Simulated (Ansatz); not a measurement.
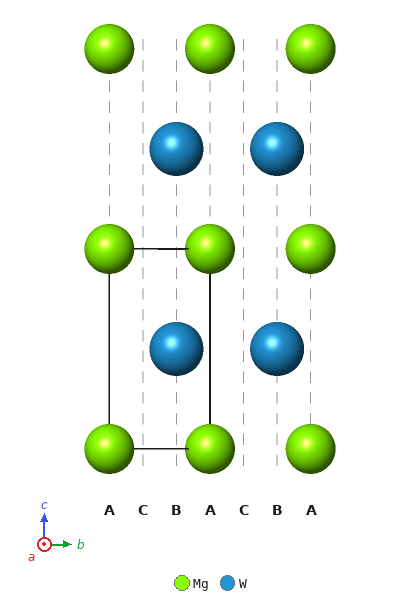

The picture looks along a close-packed row of the hexagonal mesh; c points upwards. The dashed lines mark the three columns A (0, 0), B (1/3, 2/3) and C (2/3, 1/3). The sequence starts with the first layer at or above the cell's origin.

MgW (space group P-6m2, No. 187): the input geometry of an electronic-structure calculation (not necessarily at equilibrium); the starting structure was generated, so it need not be a known form of this composition.

List the layers of one repeat.

Answer. Mg(A) – W(B) (two layers in 4.91 Å).

Taking all atoms as equal spheres, what packing is it?

Answer. As equal spheres, AB: hexagonal close packing.
